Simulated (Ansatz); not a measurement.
C₅H₇NO₂Si (SMILES O[SiH2]Oc1ccccn1)

The calculation's input:

```
crystal:
  periodic: [false, false, false]
  atoms:
    - symbol: C
      position_ang: [0.297965, 0.690832, 1.973617]
    - symbol: C
      position_ang: [0.393220, 2.093071, 1.883562]
    - symbol: C
      position_ang: [0.714795, 2.647228, 0.650880]
    - symbol: C
      position_ang: [0.933205, 1.805356, -0.449834]
    - symbol: C
      position_ang: [0.811775, 0.432474, -0.254018]
    - symbol: N
      position_ang: [0.497747, -0.115425, 0.928314]
    - symbol: O
      position_ang: [-0.823034, -2.384393, 2.291317]
    - symbol: O
      position_ang: [-0.009462, 0.130088, 3.152813]
    - symbol: Si
      position_ang: [0.065700, -1.558102, 3.413628]
    - symbol: H
      position_ang: [-0.564796, -2.103654, 1.397812]
    - symbol: H
      position_ang: [1.506179, -1.928350, 3.416783]
    - symbol: H
      position_ang: [-0.557120, -1.755574, 4.739597]
    - symbol: H
      position_ang: [0.217373, 2.699792, 2.772772]
    - symbol: H
      position_ang: [0.798444, 3.731990, 0.544124]
    - symbol: H
      position_ang: [1.188961, 2.205427, -1.432519]
    - symbol: H
      position_ang: [0.970647, -0.265347, -1.083581]
basis:
  gaussian:
    orbitals: def2-SVPD
magnetization:
  spin_polarized: false
  initial_magnetization: 0
hamiltonian:
  xc: pbe0
output:
  forces: true
  orbitals: {seedname: orbitals}
```

Run with:

```sh
ansatz run input.yaml --threads 4 --pin off --max-ram 7830MiB --events-out events.jsonl --progress --plain --runs-dir runs
```

Geometry: B3LYP/def2-SVP.

The calculation used isolated molecule in a Gaussian basis; Kohn-Sham density functional theory, functional PBE0 in Ansatz.

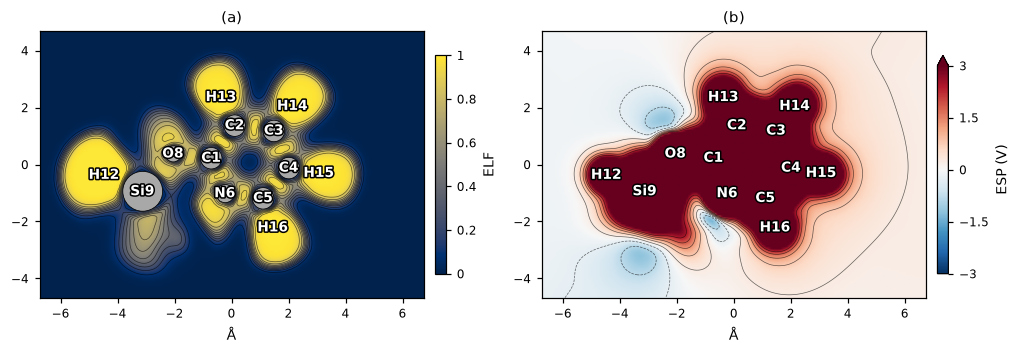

Figure 1. (a) ELF; (b) electrostatic potential on the plane of atoms C3, C4 and C5. Grey discs cover the atomic cores in the ELF map.

### Describe what can be read from this map.

- The plane passes through C, N, O, Si and H nuclei.
- C–N (1.34 Å): the ELF peaks at about 0.90 between the atoms, as expected for localised, covalent bonding.
- C–O (1.34 Å): the ELF peaks at about 0.90 between the atoms; a polar covalent bond.
- C–C (1.39 Å): the ELF peaks at about 0.95 between the atoms; localised, covalent bonding.
- Si–O (1.71 Å): the ELF peaks at about 0.90 between the atoms, as expected for a polar covalent bond.
- C–H (1.09 Å): the ELF climbs to about 1 towards the hydrogen, as it does in any bond to H (a covalent bond by its length).
- The ELF also peaks beside O8, away from the bonds: lone-pair regions.
- Outside the dense part of the molecule the potential is most negative (−1.2 V) near O7, which lies off the plane.

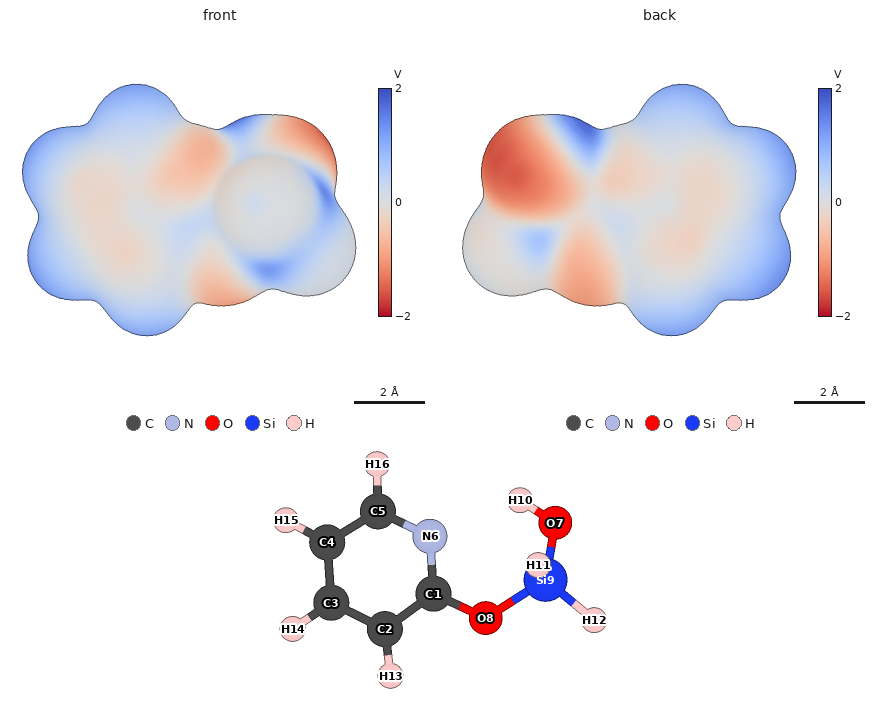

Figure 2. The electrostatic potential painted on the density surface at 0.002 e/bohr³, seen from the front and from behind; the colour scale runs from red (negative) to blue (positive). The bare structure is drawn below in the same view.

### Describe the electrostatic potential map.

The most negative region (about −1.6 V) lies over O7, the most positive (about +1.6 V) over H10. O7 is the likeliest acceptor of a hydrogen bond.

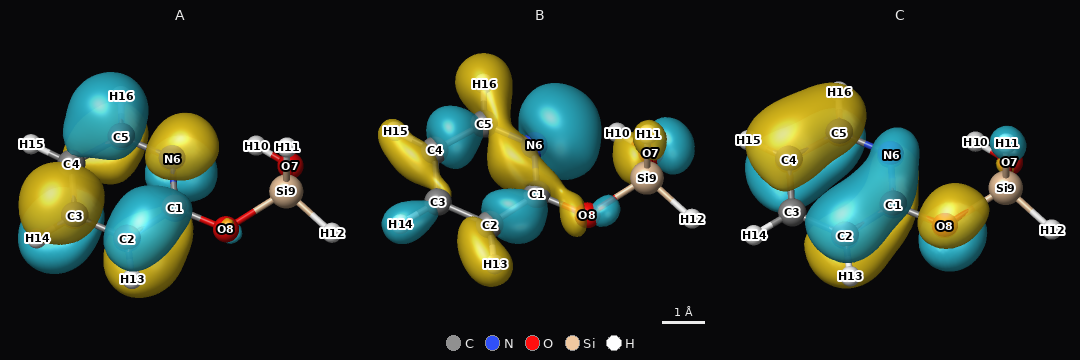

Figure 3. Three frontier orbitals at ±0.08 Å⁻³ᐟ² (yellow and cyan are the two phases), in no order.

### Which picture is the HOMO−1, the HOMO and the LUMO?

B is the HOMO−1 (−8.20 eV). By Hirshfeld shares it lies mainly on N6 (about 50 %), C5 (about 10 %), C1 (about 10 %) and O7 (about 5 %). C is the HOMO (−7.22 eV). Its weight (Hirshfeld) is mainly on C4 (about 20 %), C2 (about 15 %), O8 (about 15 %), C1 (about 15 %) and C5 (about 15 %). A is the LUMO (−1.17 eV). Its weight (Hirshfeld) is mainly on C3 (about 25 %), N6 (about 20 %), C5 (about 20 %), C2 (about 15 %), C1 (about 5 %) and C4 (about 5 %).

### What is the HOMO–LUMO gap?

6.05 eV between the orbital energies.
